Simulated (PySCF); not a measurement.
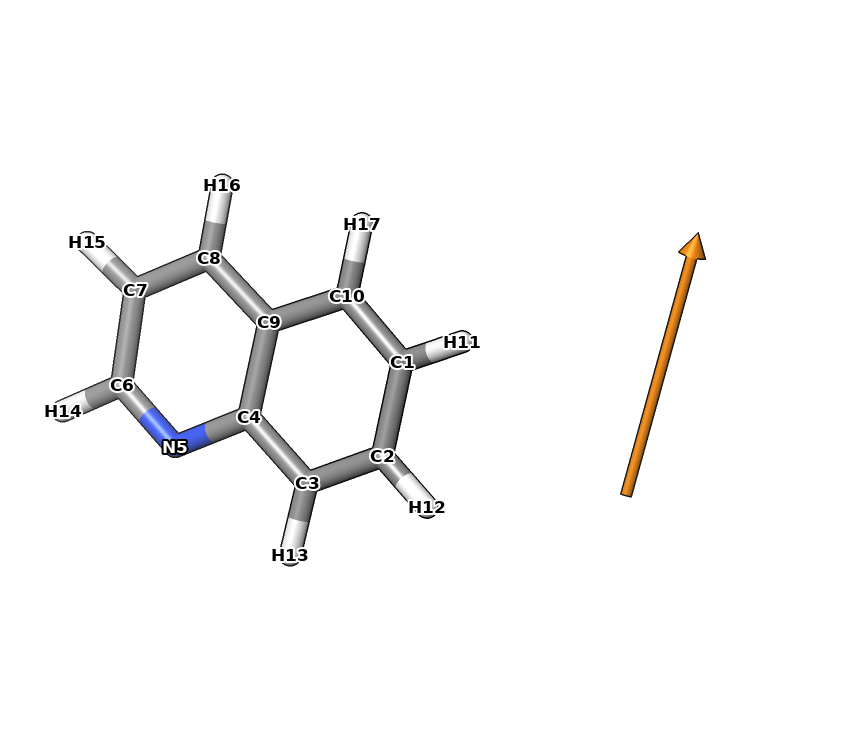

The arrow beside the molecule shows the direction of the dipole moment, from the negative to the positive end (its length means nothing). The computed structure is the end point of a PBE0-D3(BJ)/def2-SVP optimisation. No frequency run is at hand to confirm it as a minimum. Method: PBE0/pcSseg-1, gas phase (PySCF 2.14.0).

Estimate the dipole moment.

2.09 D; it points from the side of H13 to the side of H17 (the outermost atoms at the two ends).
